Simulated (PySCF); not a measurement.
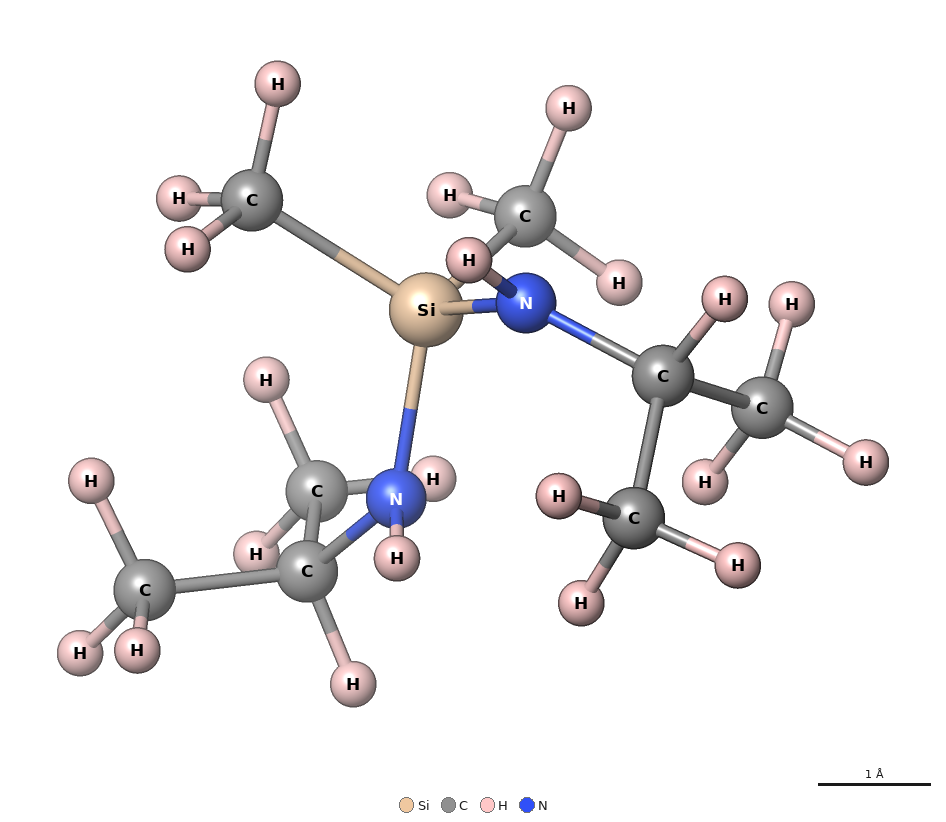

Atoms fade into the background with distance from the viewer. The geometry was computed by an optimisation with PBE0-D3(BJ)/def2-SVP. No frequency run is at hand to confirm it as a minimum. Masses are those of the most abundant isotopes; constants are for the rigid equilibrium geometry.

**Classify the rotor and give the rotational constants (MHz).**

An asymmetric top (C1): A = 1212, B = 586, C = 543 MHz. Ray's parameter κ is −0.87, close to the prolate limit.
